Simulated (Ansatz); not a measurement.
## Electronic structure of Cl3FHTa···HF in real space

Input

```
crystal:
  periodic: [false, false, false]
  atoms:
    - { symbol: Ta, position_ang: [0.0, 0.0, 0.0] }
    - { symbol: F, position_ang: [2.28, 0.0, 0.0] }
    - { symbol: Cl, position_ang: [0.0, 0.0, 2.47] }
    - { symbol: Cl, position_ang: [0.0, 0.0, -2.47] }
    - { symbol: Cl, position_ang: [-1.235, 2.139, 0.0] }
    - { symbol: F, position_ang: [-0.965, -1.6714, 0.0] }
    - { symbol: H, position_ang: [0.6622, 1.6413, 1.1303] }
    - { symbol: H, position_ang: [1.6779, 1.1985, 0.8254] }
basis:
  gaussian: { orbitals: def2-SVP }
hamiltonian:
  xc: pbe
relax:
  f_tol: 0.15
  max_steps: 25
  restrain:
    - { distance: [0, 6], at: 1.8, k: 30.0 }
    - { distance: [7, 1], at: 0.92, k: 30.0 }
    - { distance: [0, 1], at: 3.13, k: 30.0 }
    - { distance: [7, 6], at: 1.86, k: 30.0 }
output:
  orbitals: {}
```

Run with:

```sh
ansatz run input.yaml --threads 4 --pin off --max-ram 5120MiB --backend cpu --events-out ev --progress --plain --runs-dir out
```

The fields are those of the relaxed geometry.

Core potentials replace the inner electrons of Ta.

The calculation used RKS PBE/def2-SVP in Ansatz.

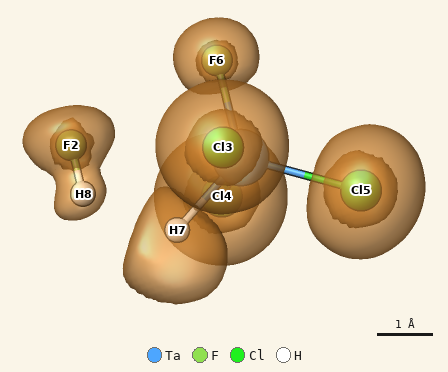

Figure 1. Isosurface of the electron localisation function at 0.75 (orange), seen from one side. Core shells and regions of very low density are left out.

> Describe the localisation domains.

The surface consists of one region around a hydrogen nucleus, three regions wrapped around Cl (the valence shell of each), one region wrapped around F (its valence shell) and one joined region spread over several atoms (F, H), in which their bonds and any lone pairs are merged. Along the contacts the grid gives the following. H7···H8 (1.86 Å): the ELF dips to about 0.10 between them. Ta–F (1.87 Å): the ELF peaks at about 0.85 in the valence shell of F, 0.5 Å from its nucleus, and drops to about 0.20 between the two atoms.

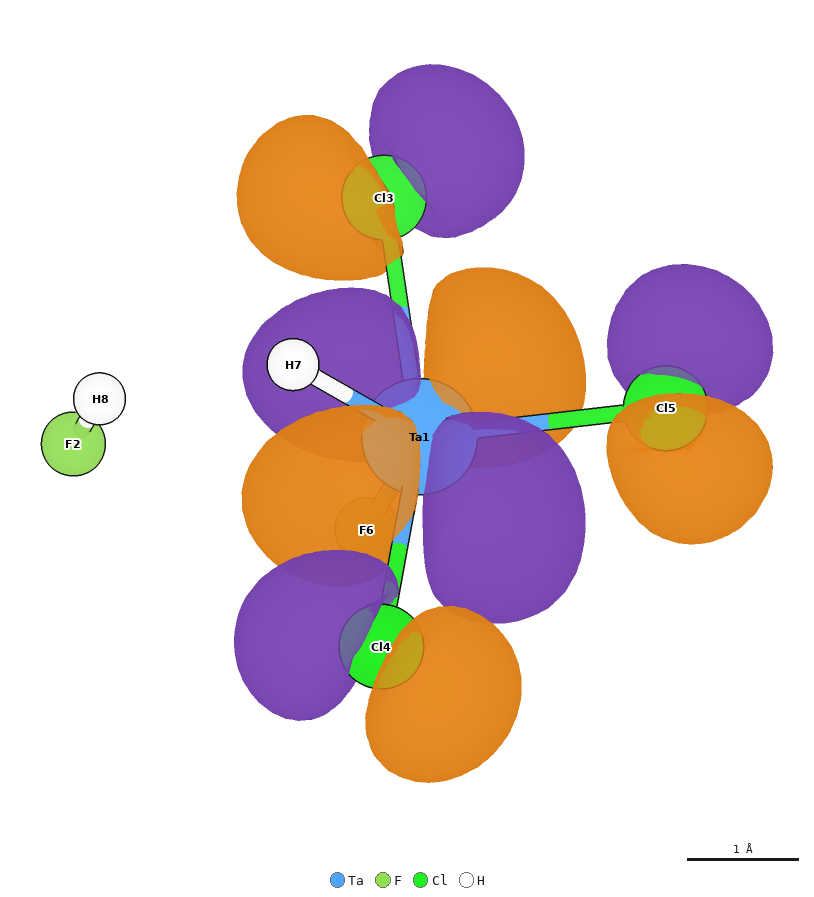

Figure 2. The LUMO at ±0.08 Å⁻³ᐟ² (orange and purple are the two phases), seen at a tilt.

> Where does this orbital lie, and at what energy?

Its weight (Hirshfeld) is mainly on Ta1 (about 65 %), Cl3 (about 10 %), Cl4 (about 10 %) and Cl5 (about 10 %). Its energy is −4.15 eV.

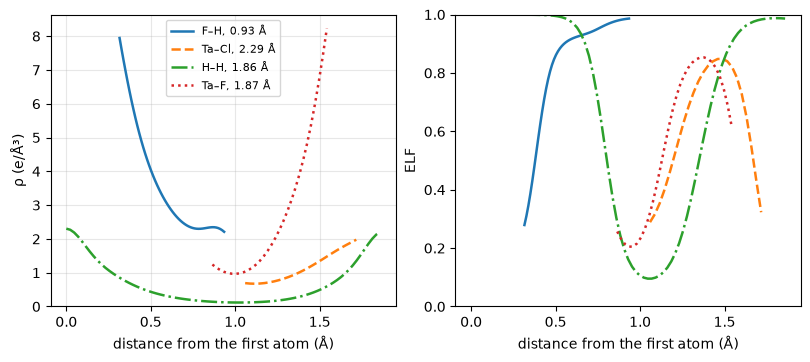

Figure 3. Electron density and ELF along straight lines between neighbouring atoms. The curves leave out the atomic cores.

> Compare the contacts.

F–H (0.93 Å): ρ at the midpoint is about 4.5 e/Å³; the ELF climbs to about 1 towards the hydrogen, as it does in any bond to H: a covalent bond by its length.
Ta–Cl (2.29 Å): ρ at the midpoint is about 0.68 e/Å³; the ELF peaks at about 0.85 in the valence shell of Cl, 0.8 Å from its nucleus, and is about 0.40 at the midpoint.
H7···H8 (1.86 Å): the density falls to about 0.12 e/Å³ on the way; the ELF dips to about 0.10 between them.
Ta–F (1.87 Å): ρ is about 1 e/Å³ halfway; the ELF peaks at about 0.85 in the valence shell of F, 0.5 Å from its nucleus, and drops to about 0.20 between the two atoms.
